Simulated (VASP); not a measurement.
Band structure of Nb (bcc). Method: PBE GGA with spin-orbit coupling, VASP's PBE PAW potentials (set 64) (plane waves; VASP).

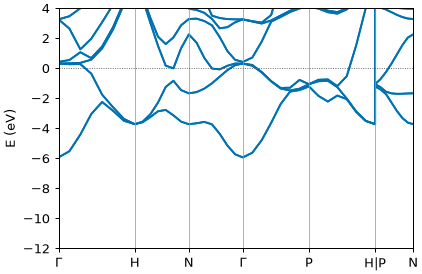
*Bands along high-symmetry lines, zero at the valence-band maximum or, without a gap, the Fermi level*

Read the plot: is there a gap, and where are the band edges?

It has no gap at this level: it comes out as a metal or semimetal.

The compound is Nb in the bcc structure. It was relaxed first.
